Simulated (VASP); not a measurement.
Band structure of AuZn (CsCl type). Method: rev-vdW-DF2, VASP's PBE PAW potentials (set 64) (plane waves; VASP).

Unless said otherwise, spin-orbit coupling is left out, though it shifts the bands of the heavy elements here.

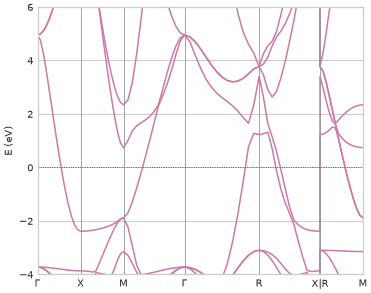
*Bands along high-symmetry lines, zero at the valence-band maximum or, without a gap, the Fermi level*

Q: Read the plot: is there a gap, and where are the band edges?

A: It has no gap at this level: it comes out as a metal or semimetal. (Edges off the drawn lines would not show.)

The compound is AuZn in the CsCl type structure. It was relaxed first. The electron count is odd and the run is not spin-polarised, which forces a metal.
